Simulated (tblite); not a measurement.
# C4H11NOSi3: the cost of one run

Computed with tblite 0.8.0 and PySCF 2.14.0, with density-fitted response routines of our own, on a single molecule in the gas phase. Atoms are numbered from 0 throughout.

## Step 1: The starting structure

20 atoms, charge 0, multiplicity 1; geometry from: force field or distance geometry start.

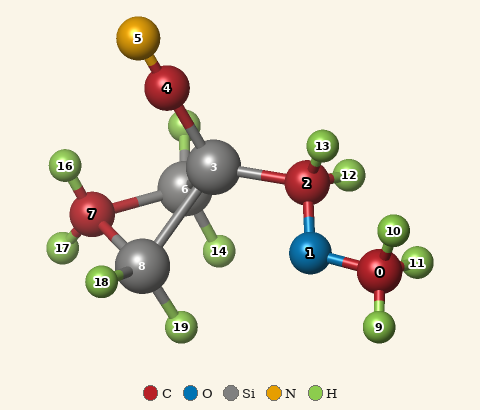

The starting geometry (carbon red, oxygen blue, silicon grey, nitrogen amber, hydrogen green), atoms numbered.

## Step 2: Relaxing the molecule with GFN2-xTB

The job: settings as JSON, then the geometry in Å.

```
{"job": {"kind": "relax", "xc": "GFN2-xTB", "basis": "xTB"}, "charge": 0, "multiplicity": 1}
C      3.305900    -0.505200    -0.365600
O      1.940500    -0.516500    -0.067500
C      1.431000     0.750600     0.165200
Si    -0.357300     0.561200     0.543300
C     -0.938900     1.285700     2.108900
N     -1.304300     1.746600     3.079800
Si    -1.829100     0.724700    -1.083300
C     -2.851700    -0.526500    -0.108400
Si    -1.233600    -1.461000     0.125900
H      3.664600    -1.528200    -0.525600
H      3.818200    -0.018600     0.502000
H      3.427000     0.169900    -1.223100
H      1.641200     1.413400    -0.700800
H      2.003300     1.166100     1.027000
H     -1.465900     0.165600    -2.379500
H     -2.483200     2.014700    -1.234100
H     -3.201200    -0.059700     0.825800
H     -3.592900    -1.023200    -0.752600
H     -1.190500    -2.383100     1.240800
H     -0.788000    -1.965800    -1.181300
```

On the command line:

```bash
> OMP_NUM_THREADS=1 python probes_run.py task.json out
```

The driver reads the jobs from task.json and runs them one after another.

**Question.** How long does this first job take on 1 thread of Arm Neoverse V2, shared host?

About 2 s.
